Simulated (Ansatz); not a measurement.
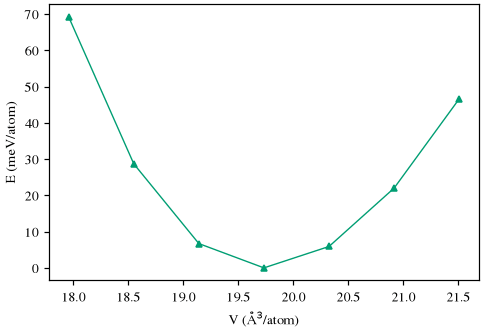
Fig. 1. CaAu5 in space group F-43m (No. 216; Au on 4c, Ca on 4a, Au on 16e) under volume change, r²SCAN in the plane-wave PAW code Ansatz, shape and atoms relaxed at each volume.

Problem. What does a third-order Birch–Murnaghan fit give for V₀, B₀ and B′?

Solution. V₀ = 19.73 Å³/atom, B₀ = 113 GPa, B′ = 5.5.

The workflow started from an entry of the Crystallography Open Database (COD). Its standing as an ambient phase is unchecked. Symmetry was held in the r²SCAN relaxation; whether a distortion lowers the energy is not shown. Scalar-relativistic: spin–orbit coupling is off unless named, which matters more the heavier the elements.

Potentials: the later of the program's two PAW sets.
